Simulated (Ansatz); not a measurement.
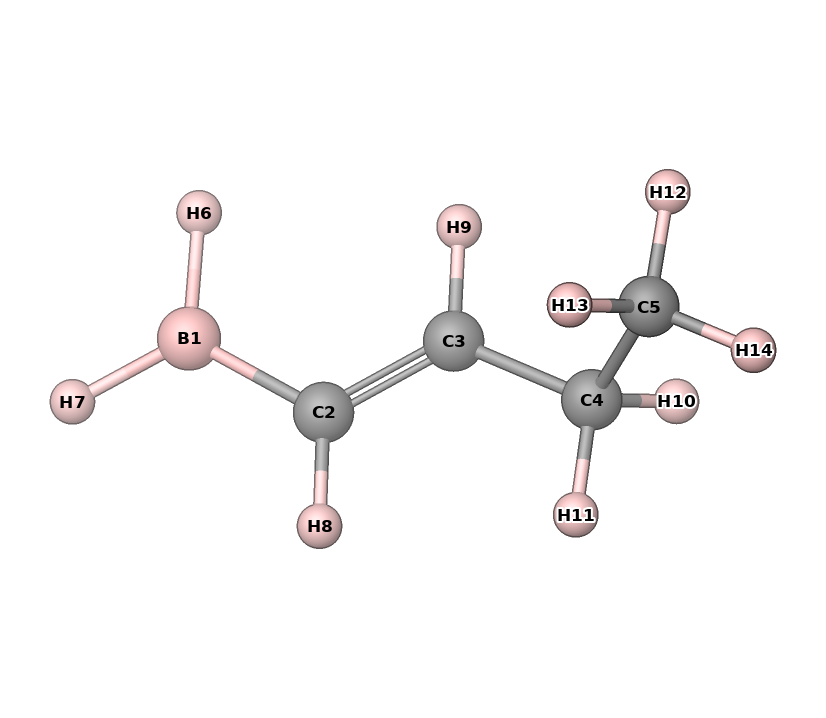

Distant atoms are faded towards the background colour. The computed structure is the end point of a PBE-D4/def2-SVP optimisation. No frequency run is at hand to confirm it as a minimum.

Find the stereocentres and stereogenic double bonds.

Double bonds: C2=C3.

What are the Cahn–Ingold–Prelog descriptors?

C2=C3: E.
